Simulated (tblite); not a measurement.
**Geometry relaxation of CH6O4P2Si (part 2 of 2)**

The same run, continued: CH6O4P2Si, multiplicity 3, SMILES O=P(O)(O)O[C]P[SiH3]; GFN2-xTB geometry optimisation, gas phase (tblite 0.8.0). 

Geometry of the input (Å):
```
C  0.1283  1.0951  -0.5769
P  1.6232  1.8613  0.1867
Si 2.5424  0.0371  1.0958
O  -0.9254  0.5704  -1.1377
P  -1.7226  -0.5900  -0.3124
O  -0.9591  -1.8113  0.0577
O  -2.9495  -0.9943  -1.2412
O  -2.4650  0.1053  0.8987
H  2.4295  1.9212  -0.9576
H  3.8992  0.4268  1.5628
H  2.6811  -1.0077  0.0779
H  1.7145  -0.4128  2.2475
H  -2.8345  -1.9001  -1.5916
H  -3.1313  0.7350  0.5379
```

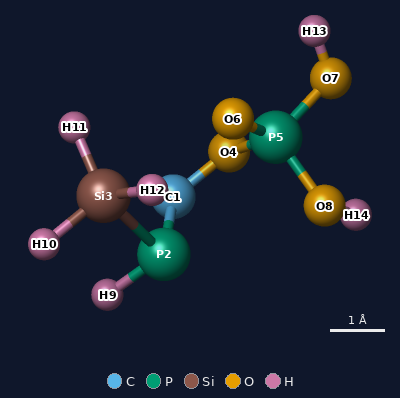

**Figure 1.** The geometry at step 140 of the log (ball-and-stick view, seen at a tilt; atoms are numbered from 1 in the order of the input).

Trajectory as extended XYZ, continued
```
14
Properties=species:S:1:pos:R:3:forces:R:3 step=84 energy=-768.66541
C     0.2069    1.1781   -1.2557   -0.0020   0.0000  -0.0060
P     1.0750    1.6166    0.1478    0.0120  -0.0110   0.0020
Si    2.1139   -0.2677    0.9673    0.0010  -0.0140   0.0010
O    -1.0436    0.6737   -1.3262    0.0030  -0.0380   0.0070
P    -1.4117   -0.4339   -0.2175   -0.0130  -0.0300   0.0030
O    -0.2822   -1.2475    0.2203   -0.0170   0.0060  -0.0020
O    -2.6154   -1.2100   -0.9048   -0.0300   0.0290   0.0250
O    -2.1239    0.3571    0.9459   -0.0310   0.0480  -0.0530
H     2.1717    2.1661   -0.5069   -0.0030   0.0190   0.0280
H     3.4249    0.2733    1.3658    0.0040   0.0360   0.0110
H     2.3556   -1.3367    0.0067   -0.0170  -0.0020  -0.0310
H     1.3720   -0.6291    2.1677    0.0220  -0.0050   0.0160
H    -2.3071   -1.9452   -1.4322    0.0060  -0.0030  -0.0080
H    -2.9053    0.8412    0.6694    0.0660  -0.0340   0.0060
14
Properties=species:S:1:pos:R:3:forces:R:3 step=91 energy=-768.67135
C     0.1884    1.1957   -1.2564    0.0760  -0.0450  -0.0150
P     1.0281    1.5913    0.1761   -0.0350  -0.0140   0.0750
Si    2.1172   -0.2837    0.9705   -0.0120   0.0660  -0.0430
O    -1.0316    0.6275   -1.3660    0.0210  -0.0040  -0.0210
P    -1.4036   -0.4483   -0.2317   -0.0210  -0.0060  -0.0060
O    -0.2878   -1.2759    0.2166   -0.0490   0.0210  -0.0110
O    -2.6257   -1.2071   -0.9073    0.0410  -0.0360   0.0460
O    -2.0864    0.3843    0.9210    0.0640  -0.0500  -0.0110
H     2.1101    2.2212   -0.4302   -0.0170  -0.0130   0.0200
H     3.4228    0.2982    1.3284    0.0150  -0.0070  -0.0110
H     2.3228   -1.3519    0.0025    0.0330  -0.0030  -0.0220
H     1.4359   -0.6576    2.2035   -0.0270   0.0000  -0.0120
H    -2.3314   -1.9698   -1.4058   -0.0240   0.0530   0.0290
H    -2.8281    0.9121    0.6264   -0.0660   0.0390  -0.0170
14
Properties=species:S:1:pos:R:3:forces:R:3 step=98 energy=-768.68481
C     0.2272    1.1436   -1.2723   -0.0250   0.0020   0.0350
P     0.9234    1.5543    0.2363    0.0630  -0.0100  -0.0550
Si    2.1012   -0.2835    0.9502    0.1820   0.0620   0.0920
O    -0.9613    0.5186   -1.4498    0.0060   0.0260  -0.0350
P    -1.3800   -0.4573   -0.2458   -0.0130  -0.0510   0.0430
O    -0.3032   -1.3143    0.2401    0.0160   0.0140   0.0220
O    -2.6442   -1.1930   -0.8569   -0.0070  -0.0330  -0.0400
O    -2.0109    0.4620    0.8683    0.0220   0.0380  -0.0220
H     1.9985    2.2872   -0.2639   -0.0680  -0.0050   0.0360
H     3.4084    0.3335    1.2746   -0.0690  -0.0650  -0.0650
H     2.2937   -1.3277   -0.0459    0.0420   0.0190  -0.0340
H     1.5165   -0.7111    2.2134   -0.0920  -0.0190   0.0050
H    -2.3841   -1.9608   -1.3653   -0.0360   0.0080   0.0190
H    -2.7544    0.9844    0.5645   -0.0230   0.0130   0.0000
14
Properties=species:S:1:pos:R:3:forces:R:3 step=105 energy=-768.69303
C     0.2432    1.1128   -1.2651   -0.0230   0.0070  -0.0070
P     0.9000    1.5227    0.2614   -0.0070   0.0140  -0.0040
Si    2.1354   -0.2749    0.9640   -0.0020  -0.0190   0.0030
O    -0.9333    0.4749   -1.4742    0.0230  -0.0110   0.0140
P    -1.3810   -0.4694   -0.2517   -0.0200   0.0220   0.0150
O    -0.3254   -1.3380    0.2579    0.0030   0.0020   0.0030
O    -2.6658   -1.1789   -0.8521   -0.0040  -0.0220  -0.0290
O    -1.9924    0.4913    0.8384   -0.0310   0.0500   0.0050
H     1.9449    2.3158   -0.1992   -0.0130   0.0210  -0.0060
H     3.4435    0.3378    1.2488    0.0120  -0.0130   0.0380
H     2.3141   -1.2839   -0.0715    0.0260  -0.0220  -0.0040
H     1.5201   -0.7240    2.2089    0.0230  -0.0020  -0.0380
H    -2.4371   -1.9638   -1.3479   -0.0070  -0.0070   0.0120
H    -2.7353    1.0136    0.5298    0.0190  -0.0190  -0.0010
14
Properties=species:S:1:pos:R:3:forces:R:3 step=112 energy=-768.69571
C     0.2443    1.1149   -1.2592   -0.0120  -0.0040   0.0090
P     0.8968    1.5206    0.2701    0.0670   0.0030  -0.0420
Si    2.1583   -0.2713    0.9550   -0.0360  -0.0250   0.0030
O    -0.9173    0.4569   -1.4771   -0.0230   0.0130  -0.0020
P    -1.3882   -0.4693   -0.2498   -0.0020   0.0090  -0.0110
O    -0.3448   -1.3443    0.2723    0.0210  -0.0030   0.0240
O    -2.6724   -1.1717   -0.8613   -0.0390   0.0610   0.0340
O    -1.9982    0.5084    0.8276   -0.0110  -0.0040  -0.0130
H     1.9230    2.3418   -0.1926   -0.0360  -0.0180   0.0320
H     3.4663    0.3234    1.2732    0.0010   0.0080   0.0070
H     2.3402   -1.2815   -0.0820    0.0150   0.0200   0.0050
H     1.5236   -0.7361    2.1833    0.0240  -0.0090  -0.0120
H    -2.4547   -1.9758   -1.3276    0.0320  -0.0510  -0.0150
H    -2.7463    1.0200    0.5157   -0.0020   0.0010  -0.0170
14
Properties=species:S:1:pos:R:3:forces:R:3 step=119 energy=-768.69749
C     0.2419    1.1074   -1.2666    0.0100   0.0050   0.0030
P     0.8964    1.4979    0.2660   -0.0370  -0.0200   0.0240
Si    2.1731   -0.2803    0.9513    0.0130  -0.0100  -0.0260
O    -0.9193    0.4467   -1.4840   -0.0130   0.0120   0.0000
P    -1.3950   -0.4624   -0.2461    0.0070  -0.0160   0.0020
O    -0.3527   -1.3309    0.2894    0.0260  -0.0060   0.0100
O    -2.6799   -1.1723   -0.8486    0.0010   0.0100  -0.0130
O    -2.0086    0.5260    0.8178   -0.0330   0.0280  -0.0070
H     1.8944    2.3614   -0.1709    0.0250  -0.0170  -0.0130
H     3.4708    0.3297    1.2858   -0.0060   0.0030  -0.0040
H     2.3779   -1.2837   -0.0894   -0.0010   0.0260   0.0090
H     1.5418   -0.7644    2.1722    0.0040  -0.0100   0.0040
H    -2.4568   -1.9730   -1.3209    0.0080  -0.0060   0.0130
H    -2.7534    1.0338    0.4917   -0.0030   0.0020  -0.0020
14
Properties=species:S:1:pos:R:3:forces:R:3 step=126 energy=-768.69955
C     0.2419    1.0980   -1.2583    0.0040   0.0220  -0.0020
P     0.8963    1.4821    0.2769   -0.0120   0.0030  -0.0310
Si    2.1889   -0.2879    0.9460   -0.0060  -0.0120   0.0070
O    -0.9262    0.4509   -1.4825    0.0340  -0.0110   0.0060
P    -1.4037   -0.4498   -0.2386   -0.0080   0.0280  -0.0260
O    -0.3562   -1.3040    0.3121   -0.0570   0.0220   0.0030
O    -2.6801   -1.1720   -0.8457    0.0180  -0.0400   0.0010
O    -2.0367    0.5551    0.7999   -0.0120  -0.0280   0.0160
H     1.8931    2.3444   -0.1695    0.0110  -0.0140   0.0180
H     3.4702    0.3385    1.3062    0.0230   0.0110  -0.0100
H     2.4184   -1.2639   -0.1154   -0.0100   0.0130   0.0080
H     1.5659   -0.8106    2.1558    0.0020  -0.0080  -0.0130
H    -2.4518   -1.9846   -1.2957    0.0030   0.0180   0.0230
H    -2.7893    1.0399    0.4565    0.0090  -0.0030  -0.0010
14
Properties=species:S:1:pos:R:3:forces:R:3 step=133 energy=-768.70175
C     0.2473    1.0989   -1.2519   -0.0030  -0.0100   0.0030
P     0.8862    1.4544    0.2963    0.0040   0.0150   0.0000
Si    2.2168   -0.2955    0.9382   -0.0020   0.0230   0.0100
O    -0.9102    0.4393   -1.4924   -0.0040  -0.0090  -0.0010
P    -1.4217   -0.4324   -0.2421    0.0090  -0.0110   0.0180
O    -0.3932   -1.2835    0.3477   -0.0180   0.0210  -0.0020
O    -2.6831   -1.1700   -0.8607    0.0130  -0.0060   0.0000
O    -2.0704    0.5925    0.7672   -0.0140  -0.0080   0.0010
H     1.8717    2.3413   -0.1226    0.0190   0.0180   0.0140
H     3.4851    0.3508    1.3130   -0.0010  -0.0110  -0.0110
H     2.4567   -1.2328   -0.1535    0.0010  -0.0210  -0.0180
H     1.6033   -0.8782    2.1238    0.0040  -0.0010   0.0050
H    -2.4424   -2.0229   -1.2191   -0.0070  -0.0040  -0.0090
H    -2.8152    1.0741    0.4037    0.0000   0.0040  -0.0080
14
Properties=species:S:1:pos:R:3:forces:R:3 step=140 energy=-768.70254
C     0.2506    1.0894   -1.2410    0.0170   0.0080   0.0060
P     0.8826    1.4380    0.3123    0.0180  -0.0100   0.0180
Si    2.2453   -0.2960    0.9314    0.0020   0.0060  -0.0090
O    -0.9027    0.4275   -1.4908   -0.0030   0.0000   0.0030
P    -1.4405   -0.4260   -0.2386    0.0010  -0.0100   0.0130
O    -0.4242   -1.2678    0.3833   -0.0060   0.0040   0.0100
O    -2.6885   -1.1728   -0.8735   -0.0120   0.0250   0.0100
O    -2.1103    0.6140    0.7418    0.0090  -0.0100   0.0010
H     1.8606    2.3471   -0.0825   -0.0140   0.0020  -0.0090
H     3.5079    0.3556    1.3156   -0.0090  -0.0070  -0.0130
H     2.4950   -1.2104   -0.1805   -0.0100  -0.0030   0.0030
H     1.6448   -0.9203    2.1025    0.0020   0.0070   0.0000
H    -2.4555   -2.0463   -1.1822    0.0220  -0.0190  -0.0170
H    -2.8342    1.1041    0.3497   -0.0150   0.0070  -0.0140
14
Properties=species:S:1:pos:R:3:forces:R:3 step=147 energy=-768.70454
C     0.2603    1.0654   -1.1972   -0.0200  -0.0230  -0.0100
P     0.8841    1.3850    0.3652   -0.0070   0.0270  -0.0130
Si    2.3181   -0.3052    0.9049    0.0350  -0.0290   0.0160
O    -0.8768    0.3860   -1.4681   -0.0080   0.0130  -0.0120
P    -1.4909   -0.4047   -0.2076   -0.0220   0.0060   0.0210
O    -0.5123   -1.2119    0.5115    0.0130   0.0020   0.0100
O    -2.7004   -1.1851   -0.8765    0.0400  -0.0650  -0.0450
O    -2.2207    0.6804    0.6745   -0.0010   0.0270  -0.0030
H     1.8196    2.3502   -0.0060   -0.0220  -0.0100   0.0090
H     3.5620    0.3742    1.2941    0.0070  -0.0130   0.0070
H     2.5854   -1.1753   -0.2401   -0.0160   0.0030  -0.0140
H     1.7485   -1.0161    2.0409    0.0090   0.0130   0.0130
H    -2.4385   -2.0637   -1.1525   -0.0150   0.0620   0.0140
H    -2.9075    1.1569    0.2046    0.0060  -0.0120   0.0100
14
Properties=species:S:1:pos:R:3:forces:R:3 step=154 energy=-768.70578
C     0.2646    1.0485   -1.1757   -0.0200  -0.0050   0.0050
P     0.8852    1.3508    0.3916    0.0080  -0.0100   0.0070
Si    2.3638   -0.3171    0.8867   -0.0240  -0.0030   0.0020
O    -0.8716    0.3703   -1.4500    0.0100   0.0030  -0.0160
P    -1.5220   -0.3857   -0.1852   -0.0030   0.0090  -0.0120
O    -0.5634   -1.1600    0.5944    0.0130  -0.0060  -0.0030
O    -2.6939   -1.1984   -0.8816   -0.0150  -0.0060   0.0020
O    -2.2909    0.7206    0.6343   -0.0140   0.0050  -0.0170
H     1.7929    2.3500    0.0445    0.0010   0.0010  -0.0060
H     3.5984    0.3706    1.2820    0.0330  -0.0060   0.0080
H     2.6252   -1.1560   -0.2848   -0.0090   0.0100   0.0060
H     1.8078   -1.0637    2.0068    0.0160   0.0040   0.0050
H    -2.4120   -2.0766   -1.1331    0.0080   0.0070   0.0040
H    -2.9532    1.1828    0.1177   -0.0040  -0.0040   0.0140
14
Properties=species:S:1:pos:R:3:forces:R:3 step=161 energy=-768.70647
C     0.2640    1.0441   -1.1651    0.0040   0.0070  -0.0110
P     0.8869    1.3428    0.4019   -0.0120  -0.0030  -0.0010
Si    2.3761   -0.3173    0.8878    0.0060   0.0110  -0.0030
O    -0.8723    0.3708   -1.4483   -0.0040  -0.0070   0.0120
P    -1.5326   -0.3813   -0.1854   -0.0020  -0.0020  -0.0010
O    -0.5767   -1.1481    0.6054    0.0020   0.0030  -0.0060
O    -2.6957   -1.2037   -0.8856    0.0040   0.0000  -0.0030
O    -2.3129    0.7255    0.6219    0.0080   0.0060   0.0040
H     1.7865    2.3476    0.0503    0.0090   0.0040   0.0040
H     3.6207    0.3589    1.2764    0.0070  -0.0020  -0.0050
H     2.6222   -1.1468   -0.2932   -0.0040  -0.0060   0.0070
H     1.8351   -1.0666    2.0128   -0.0020  -0.0080   0.0060
H    -2.4026   -2.0800   -1.1303   -0.0020  -0.0010  -0.0010
H    -2.9680    1.1899    0.0989   -0.0160  -0.0010  -0.0020
14
Properties=species:S:1:pos:R:3:forces:R:3 step=168 energy=-768.70678
C     0.2643    1.0458   -1.1695    0.0110   0.0080   0.0060
P     0.8882    1.3496    0.3968   -0.0090  -0.0020   0.0020
Si    2.3699   -0.3145    0.8919    0.0110  -0.0030  -0.0130
O    -0.8732    0.3724   -1.4469    0.0030   0.0030  -0.0090
P    -1.5292   -0.3806   -0.1829   -0.0030  -0.0030  -0.0160
O    -0.5687   -1.1450    0.6043    0.0040   0.0010   0.0060
O    -2.6921   -1.2048   -0.8815    0.0050  -0.0090  -0.0030
O    -2.3099    0.7245    0.6256   -0.0070   0.0020   0.0140
H     1.7947    2.3479    0.0433    0.0010   0.0030  -0.0010
H     3.6254    0.3507    1.2652   -0.0020   0.0040  -0.0020
H     2.6011   -1.1554   -0.2832    0.0000  -0.0100  -0.0060
H     1.8334   -1.0575    2.0229   -0.0060   0.0010   0.0170
H    -2.3917   -2.0723   -1.1493   -0.0070   0.0110   0.0080
H    -2.9814    1.1751    0.1110   -0.0030  -0.0060  -0.0030
14
Properties=species:S:1:pos:R:3:forces:R:3 step=175 energy=-768.70806
C     0.2604    1.0815   -1.1830   -0.0160  -0.0020   0.0070
P     0.8854    1.3880    0.3823    0.0080   0.0070  -0.0110
Si    2.3158   -0.3153    0.9010   -0.0170  -0.0060   0.0130
O    -0.8800    0.4063   -1.4537    0.0120  -0.0030  -0.0020
P    -1.4910   -0.3932   -0.1967   -0.0010   0.0050   0.0030
O    -0.5010   -1.1657    0.5457    0.0070  -0.0080  -0.0080
O    -2.6637   -1.2130   -0.8840    0.0150   0.0010  -0.0090
O    -2.2623    0.6748    0.6682   -0.0170   0.0110   0.0020
H     1.8173    2.3578    0.0193   -0.0020   0.0100   0.0020
H     3.6099    0.3183    1.1942   -0.0060  -0.0090  -0.0180
H     2.4603   -1.2310   -0.2295    0.0140   0.0000   0.0010
H     1.7885   -0.9508    2.1008    0.0070  -0.0050   0.0100
H    -2.3584   -2.0604   -1.2055   -0.0060   0.0120   0.0130
H    -2.9505    1.1388    0.1884    0.0020  -0.0130  -0.0020
14
Properties=species:S:1:pos:R:3:forces:R:3 step=182 energy=-768.70901
C     0.2601    1.1060   -1.1756   -0.0040  -0.0050   0.0040
P     0.8850    1.4008    0.3915    0.0090   0.0080   0.0030
Si    2.2948   -0.3245    0.9010   -0.0110   0.0010   0.0030
O    -0.8721    0.4185   -1.4496    0.0010   0.0130  -0.0100
P    -1.4811   -0.3879   -0.1978    0.0000  -0.0040   0.0050
O    -0.4879   -1.1537    0.5479    0.0080  -0.0010   0.0020
O    -2.6381   -1.2194   -0.8960   -0.0140  -0.0030   0.0000
O    -2.2709    0.6678    0.6665   -0.0020   0.0030  -0.0110
H     1.8209    2.3690    0.0335   -0.0020  -0.0020   0.0060
H     3.6130    0.2851    1.1259    0.0110   0.0070   0.0040
H     2.3927   -1.2620   -0.2156   -0.0020  -0.0120   0.0020
H     1.8016   -0.9190    2.1370    0.0040   0.0020  -0.0120
H    -2.3239   -2.0677   -1.2053   -0.0010   0.0040   0.0050
H    -2.9633    1.1229    0.1842    0.0050  -0.0110  -0.0020
14
Properties=species:S:1:pos:R:3:forces:R:3 step=189 energy=-768.70919
C     0.2602    1.1123   -1.1697    0.0000  -0.0010   0.0000
P     0.8852    1.3999    0.3988    0.0030  -0.0050   0.0020
Si    2.2973   -0.3268    0.8962    0.0010   0.0000   0.0040
O    -0.8704    0.4239   -1.4487   -0.0030  -0.0020   0.0040
P    -1.4827   -0.3833   -0.1982    0.0040   0.0000   0.0030
O    -0.4899   -1.1434    0.5544   -0.0050   0.0050  -0.0040
O    -2.6333   -1.2227   -0.8981    0.0010   0.0020  -0.0010
O    -2.2812    0.6730    0.6576    0.0010  -0.0030  -0.0060
H     1.8190    2.3723    0.0473    0.0010   0.0020   0.0000
H     3.6196    0.2785    1.1122    0.0010   0.0040  -0.0020
H     2.3834   -1.2716   -0.2155    0.0000  -0.0010  -0.0030
H     1.8128   -0.9210    2.1353   -0.0020   0.0010   0.0010
H    -2.3153   -2.0750   -1.1922   -0.0030   0.0040   0.0020
H    -2.9738    1.1199    0.1682    0.0010  -0.0050   0.0000
14
Properties=species:S:1:pos:R:3:forces:R:3 step=190 energy=-768.70920
C     0.2603    1.1124   -1.1700    0.0000   0.0000   0.0000
P     0.8856    1.4001    0.3984    0.0030  -0.0030   0.0000
Si    2.2971   -0.3268    0.8964   -0.0010  -0.0020   0.0050
O    -0.8709    0.4246   -1.4486   -0.0010   0.0000   0.0010
P    -1.4824   -0.3828   -0.1981    0.0020  -0.0020   0.0020
O    -0.4890   -1.1427    0.5539   -0.0030   0.0030  -0.0010
O    -2.6331   -1.2225   -0.8974   -0.0020   0.0040  -0.0010
O    -2.2812    0.6729    0.6579    0.0010  -0.0020  -0.0030
H     1.8200    2.3718    0.0465    0.0000   0.0010   0.0000
H     3.6195    0.2780    1.1122    0.0030   0.0040  -0.0020
H     2.3828   -1.2718   -0.2151    0.0010  -0.0020  -0.0040
H     1.8121   -0.9206    2.1354   -0.0010   0.0020   0.0010
H    -2.3148   -2.0742   -1.1926   -0.0020   0.0000   0.0010
H    -2.9752    1.1178    0.1686    0.0000  -0.0040   0.0010
```

Key numbers

| quantity | value |
| --- | --- |
| outcome | converged |
| total energy | −768.7092 eV |
| wall time | 5.8 s |
| peak memory | 0.18 GiB |
